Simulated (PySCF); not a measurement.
## A study: NO, charge +1, SMILES `N#[O+]`

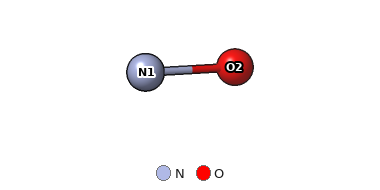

The molecule, with its atoms numbered as below. No frequency check shows the geometry to be a minimum.

Cartesian coordinates (Å):

```
N1       0.5611    0.0000    0.0000
O2      -0.4909    0.0000    0.0000
```

Part 1: Bonding charge

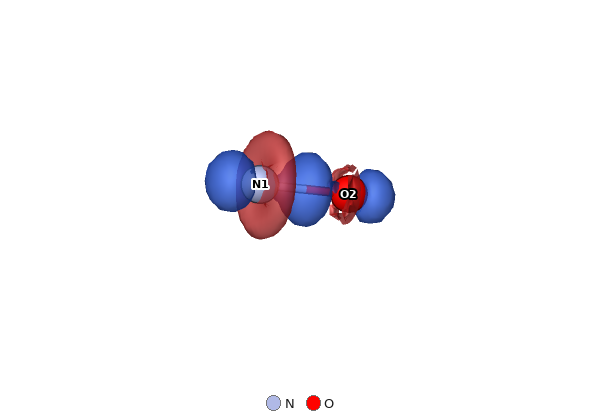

Deformation density (molecule less spherical, spin-averaged free atoms at the same positions), surfaces at ±0.3 e/Å³; blue: gain, red: loss.

PySCF calculation, ωB97X/def2-SVP, gas phase; geometry: GFN2-xTB.

Question: Describe the bonding that the map shows.

Answer: N1–O2: +0.95 e/Å³ at the bond critical point (bond length 1.05 Å, Mayer order 2.7). In all, 0.3 electrons gather in the regions of gain relative to the promolecule of neutral atoms (the regions of loss give up this much and the cation's charge besides).

Question: Where do the Hirshfeld charges lie?

Answer: The highest Hirshfeld charge is on N1 (+0.57 e), the lowest on O2 (+0.43 e).

```json
{"atom": "N1", "charge (e)": "+0.57"}
{"atom": "O2", "charge (e)": "+0.43"}
```

Part 2: Bond critical points

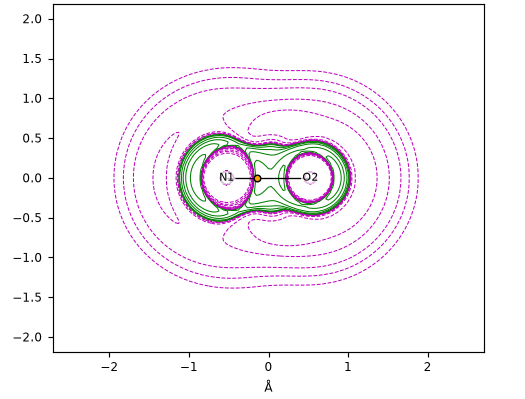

Negative Laplacian of the density (−∇²ρ) in a plane that holds the bond (solid green lines positive, dashed magenta lines negative, contours at ±0.02 to ±8 a.u.), with bond paths and bond critical points (dots).

Question: Sort the bonds in the plane by the sign of ∇²ρ at their critical points.

Answer: Concentrated (∇²ρ < 0): N1–O2 (−2.90 a.u.). At none is it depleted.

Question: Where along N1–O2 does the critical point lie?

Answer: 0.38 Å from N1 and 0.67 Å from O2.

Part 3: Local ionisation energy

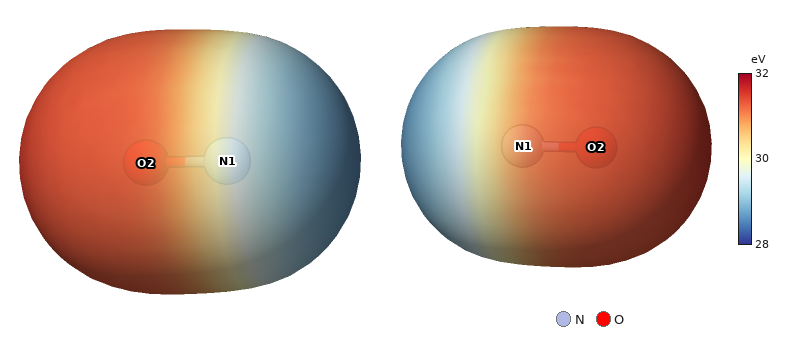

Average local ionisation energy on the surface of electron density 0.001 a.u. (back view left, front view right).

Question: Where are the most loosely bound electrons on this surface?

Answer: The lowest value is 28.7 eV, 1.7 Å from N1. For comparison, the highest occupied orbital lies at −28.0 eV.

Part 4: Removing or adding an electron

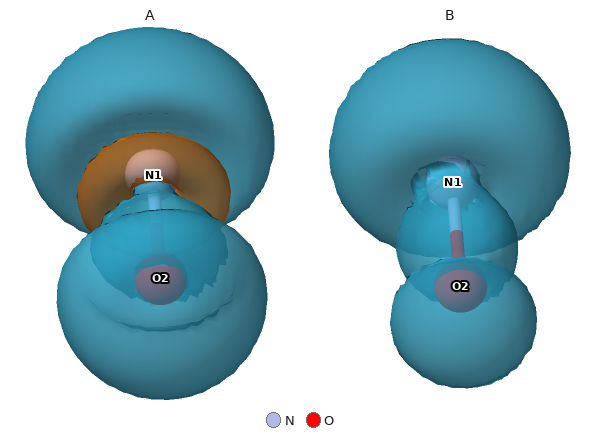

The Fukui function f⁻ from two separate SCF calculations and the density of the HOMO, at ±0.06 e/Å³ (light blue positive, orange negative).

Level of theory: BLYP/def2-SVPD (PySCF), at a geometry from GFN2-xTB.

Question: Which panel is which, and how good is the frozen-orbital picture?

Answer: A is f⁻ (it has negative regions), B the HOMO density. The HOMO lies on N1 (77 %) and O2 (23 %); f⁻ (Hirshfeld-condensed) is largest on N1 (0.60) and O2 (0.40); the vertical ionisation energy is 29.18 eV. Relaxation shifts 17 % of the electron between atoms. The orbital energy is −23.13 eV.

Part 5: Localised orbitals

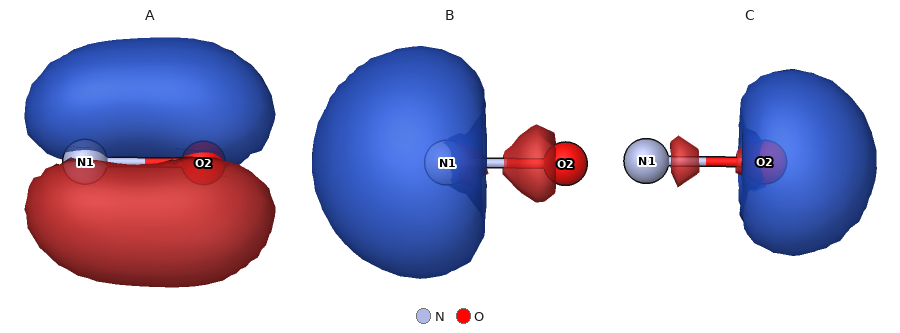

Pipek–Mezey orbitals, occupied; each surface holds about 85 % of the orbital's density. Energies are diagonal elements of the Fock matrix.

Level of theory: PBE0/aug-cc-pVDZ (PySCF), at a geometry from GFN2-xTB.

Question: Name the orbitals, with their atomic make-up and energies.

Answer: By panel:
- A: π bond O2–N1 (O2 62 %, N1 38 %; −27.4 eV)
- B: lone pair on N1 (sp0.5-type) (N1 100 %; −27.0 eV)
- C: lone pair on O2 (sp0.6-type) (O2 100 %; −31.2 eV)

The PySCF runs shown took 3 s, 12 s and 2.2 s on 1 thread of Intel(R) Xeon(R) Platinum 8259CL CPU @ 2.50GHz (Skylake/Cascade Lake), on a shared host.
